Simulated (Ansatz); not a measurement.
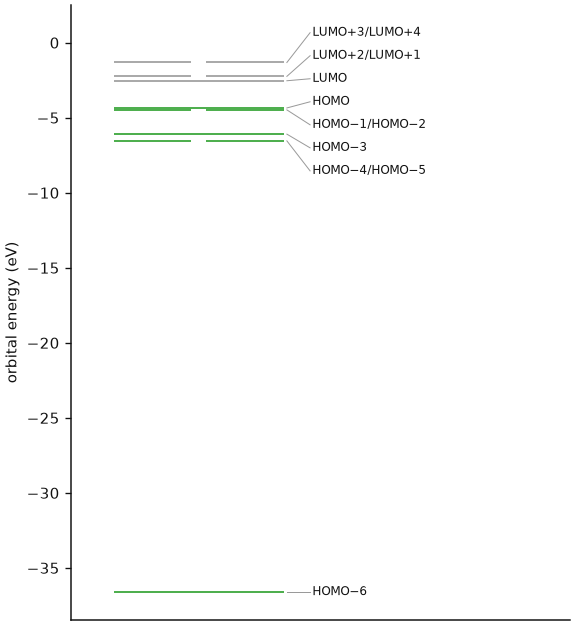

Kohn-Sham orbital energies near the frontier, BLYP/def2-TZVPP in the Ansatz code 0.2.0, at a PBE0-D4/def2-TZVP geometry (a minimum by its frequencies), isolated molecule; empty levels in grey, levels within 0.03 eV side by side.

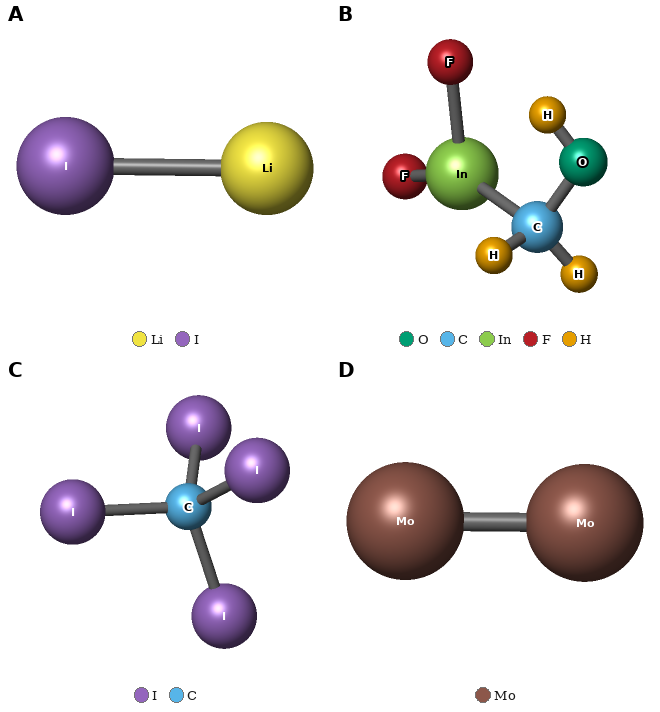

Which molecule has this level scheme? Choose among the lettered structures.

Answer. Structure D, Mo₂, singlet. HOMO −4.34 eV, LUMO −2.53 eV, separation 1.81 eV.

Note: core potentials past krypton.
